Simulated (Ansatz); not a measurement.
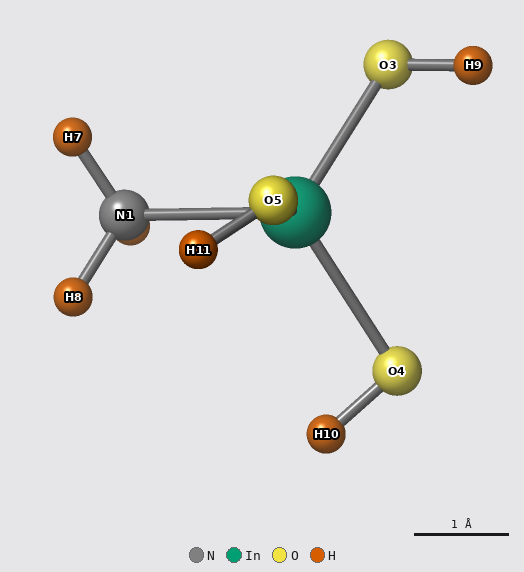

Starting structure of InNH6O3 (coarse preliminary run). The picture is a ball-and-stick view, seen from a free direction.

The start comes from a force field.

Method: RKS PBE-D4/def2-SVP in Ansatz.

Input
```yaml
crystal:
  periodic: [false, false, false]
  atoms:
    - {symbol: N, position_ang: [-1.393200, 0.512300, 0.370500]}
    - {symbol: In, position_ang: [0.489100, -0.206300, 0.063900]}
    - {symbol: O, position_ang: [1.323200, -0.548900, 1.835500]}
    - {symbol: O, position_ang: [1.662900, 1.145700, -0.967100]}
    - {symbol: O, position_ang: [0.386600, -1.929900, -0.993300]}
    - {symbol: H, position_ang: [-1.396600, 1.465900, 0.897100]}
    - {symbol: H, position_ang: [-1.992700, -0.129300, 0.894100]}
    - {symbol: H, position_ang: [-1.857800, 0.758300, -0.570000]}
    - {symbol: H, position_ang: [2.257400, -0.886500, 1.667100]}
    - {symbol: H, position_ang: [0.951800, 1.537400, -1.581200]}
    - {symbol: H, position_ang: [-0.365300, -1.775800, -1.596100]}
basis:
  gaussian: {orbitals: def2-SVP}
hamiltonian: {xc: pbe, dispersion: d4}
relax: {f_tol: 0.03, max_steps: 200}
```

Run as
```bash
ansatz run in.yaml --threads 4 --pin off --events-out ev --progress --plain --max-ram 10444MiB
```

### Where does the relaxation end?

The atom that moves furthest after the best rigid fit is O5 (1.02 Å). By element the largest moves are O 1.02 Å, H 0.93 Å, In 0.30 Å, N 0.15 Å. Some distances before and after: N1–In2 2.038 → 2.337 Å, N1–H6 1.089 → 1.027 Å, In2–O3 1.988 → 2.043 Å, N1–H8 1.077 → 1.029 Å. Bond angles that change, for instance: N1–In2–O5 109.4° → 89.2°, N1–In2–O3 108.3° → 94.0°, O4–In2–O5 109.0° → 120.2°. Groups turn about N1–In2 by about 60°. The energy falls by 129.6 kJ/mol in 14 accepted moves (15 points after the start). Largest force component: 4 eV/Å at the start, 0.012 eV/Å at the end. The line search rejected the trial step at point 11 of the run. Cost: 12 s on 4 threads of Intel Xeon 6975P-C (shared host).

History of the run:

```tsv
step	E − E(0), kJ/mol	largest force component, eV/Å	note
0	0.00	3.9816	
1	-80.78	1.3852	
2	-92.09	1.7864	
3	-110.77	0.2232	
4	-113.67	0.9914	
5	-117.47	0.2452	
6	-119.75	0.1764	
7	-119.91	0.7832	
8	-123.61	0.2260	
9	-126.79	0.1714	
10	-128.86	0.0625	
11	-128.79	0.1802	rejected
12	-129.12	0.0311	
13	-129.37	0.1470	
14	-129.43	0.0638	
15	-129.58	0.0123
```

The structure at the end:

```xyz
11

N    -1.4441    0.5637    0.5013
In    0.6475   -0.2153   -0.1902
O     1.1236   -0.9902    1.6387
O     1.5338    1.5279   -0.7774
O    -0.2853   -1.4123   -1.5653
H    -1.6007    1.5697    0.3638
H    -1.5718    0.3392    1.4967
H    -2.1345    0.0358   -0.0496
H     2.0069   -0.6608    1.8925
H     1.6665    1.4833   -1.7441
H     0.1237   -2.2982   -1.5459
```

The end point in the same view:

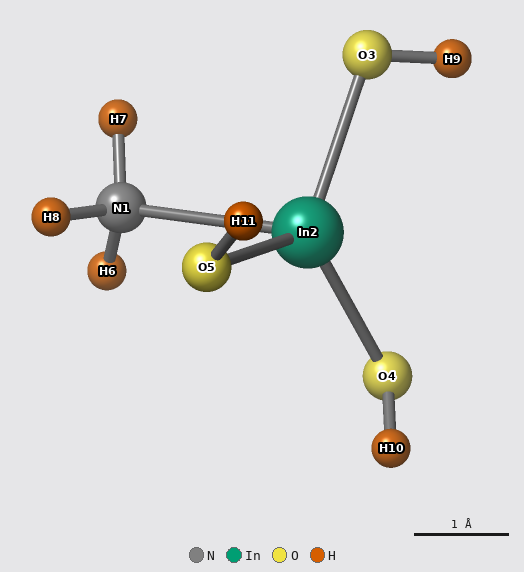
